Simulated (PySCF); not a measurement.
# Co: dipole response in x2c-QZVPPall plus 1 even-tempered diffuse shell per l

Aim: the static polarisability and the C₆ coefficient of Co, method by method.

Program: PySCF 2.14.0. Level of theory: unrestricted determinants in a Gaussian basis, no spin-orbit coupling in the energies. These are calculated values, not measurements, unless marked.

## 1. The atom as given

* Element: cobalt (Z = 27)
* Basis: x2c-QZVPPall with one added diffuse shell each of s, p, d, f, g type (12s8p6d5f3g, 128 functions)
* Hamiltonian: the spin-free X2C one-electron Hamiltonian (Gaussian nucleus)
* State 1: Co: [Ar] 3d7 4s2, high-spin 4F determinant
* Methods: PBEsol

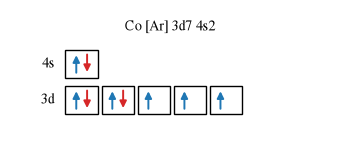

Outer shells as boxes.

One driver process ran all states and methods and kept the integrals in memory. Each run is shown as a PySCF script that sums up its settings (the driver passes frozen orbitals as a list and adds second-order terms of double hybrids); the logs are those of the runs themselves. The driver starts from symmetry-adapted Hartree-Fock orbitals, holds the occupation by maximum overlap and uses a logarithmic radial grid for functionals, so a plain start would take other cycles.

The integrals over 128 functions and the set-up took 2.5 s of CPU time.

## 2. Co, at PBEsol

#### PBEsol

File input.py:

```python
from pyscf import gto, scf, dft, mp, cc
import basis_set_exchange as bse
mol = gto.M(atom="Co 0 0 0", charge=0, spin=3, symmetry="D2h",
            basis=gto.basis.parse(bse.get_basis("x2c-QZVPPall", elements=["Co"], fmt="nwchem", augment_diffuse=1)),
            nucmod="G")
mf = dft.UKS(mol, xc="PBEsol").sfx2c1e()
mf.irrep_nelec = {'Ag': (6, 5), 'B1g': (1, 1), 'B2g': (1, 0), 'B3g': (1, 0), 'B1u': (2, 2), 'B2u': (2, 2), 'B3u': (2, 2)}
mf.kernel()
```

Output:

```text
damping factor = 0
level_shift factor = 0
DIIS = <class 'pyscf.scf.diis.CDIIS'>
diis_start_cycle = 1
diis_space = 10
diis_damp = 0
SCF conv_tol = 1e-09
SCF conv_tol_grad = None
number electrons alpha = 15  beta = 12
XC functionals = PBEsol
    J. P. Perdew, A. Ruzsinszky, G. I. Csonka, O. A. Vydrov, G. E. Scuseria, L. A. Constantin, X. Zhou, and K. Burke.,  Phys. Rev. Lett. 100, 136406 (2008)
    J. P. Perdew, A. Ruzsinszky, G. I. Csonka, O. A. Vydrov, G. E. Scuseria, L. A. Constantin, X. Zhou, and K. Burke.,  Phys. Rev. Lett. 100, 136406 (2008)
cycle= 1 E= -1391.76278047253  delta_E= -0.0204  |g|= 0.239  |ddm|=  0.3
cycle= 2 E= -1391.73107334695  delta_E= 0.0317  |g|= 0.486  |ddm|= 0.31
cycle= 3 E= -1391.7741175788  delta_E= -0.043  |g|= 0.0166  |ddm|= 0.187
cycle= 4 E= -1391.77418617276  delta_E= -6.86e-05  |g|= 0.00201  |ddm|= 0.0112
cycle= 5 E= -1391.77418719326  delta_E= -1.02e-06  |g|= 7.68e-05  |ddm|= 0.00146
cycle= 6 E= -1391.77418719545  delta_E= -2.19e-09  |g|= 2e-05  |ddm|= 0.000103
cycle= 7 E= -1391.77418719558  delta_E= -1.33e-10  |g|= 7.79e-07  |ddm|= 1.96e-05
converged SCF energy = -1391.77418719558  <S^2> = 3.7566372  2S+1 = 4.0033172
```

It used 64 s of CPU time after the integrals (shared host).

Orbital energies by shell (radii are means over both spins):

```tsv
shell	electrons	mean orbital energy (eV)	spread (eV)	rms radius (bohr)
1s α	1	-7578.6	0	0.0649
1s β	1	-7578.6	0	0.0649
2s α	1	-898.10	0	0.278
2s β	1	-896.50	0	0.278
2p α	3	-769.37	0	0.249
2p β	3	-768.16	0	0.249
3s α	1	-103.40	0	0.833
3s β	1	-99.979	0	0.833
3p α	3	-66.765	0	0.889
3p β	3	-63.412	0	0.889
3d α	5	-9.419	1.121	1.24
3d β	2	-7.000	0	1.24
4s α	1	-5.743	0	3.13
4s β	1	-5.148	0	3.13
```

⟨S²⟩ = 3.757, ⟨L²⟩ = 12.01.

The driver then solved the coupled dipole response at imaginary frequencies: mean α = 52.40 bohr³, C₆ = 441.1 au for a like pair.

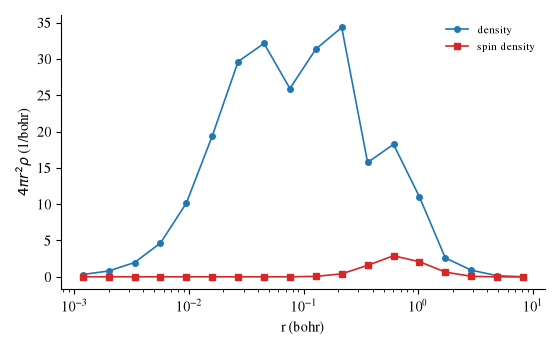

Radial density 4πr²ρ of Co at PBEsol, at 18 stored radii joined by straight lines.

## 3. Polarisabilities and C₆

Co, in atomic units:

```tsv
method	mean α	C₆ (like pair)	S(−4)
PBEsol	52.40	441.1	1432
```

Reference α: 55 ± 4 bohr³ (recommended; Schwerdtfeger and Nagle, table of static dipole polarizabilities (2023 update)). Published C₆: 408.0 (Chu and Dalgarno (2004); Tang, Norbeck and Certain (1976)).

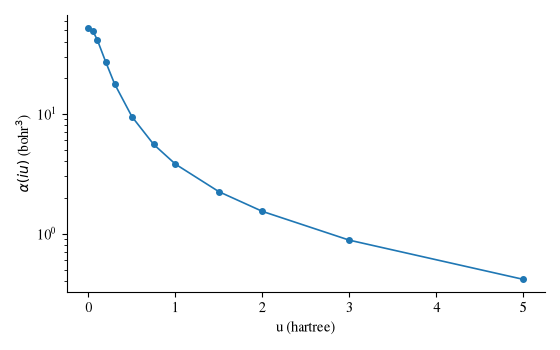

α(iu) of Co, the polarisability at imaginary frequency, on a logarithmic scale.

## 4. Summary of results

```
quantity                                  value
 α of Co  52.40 (PBEsol) bohr³; reference 55.00
```

In words: For Co PBEsol differs from the reference by -5 %. The basis is finite, and no extrapolation was made.
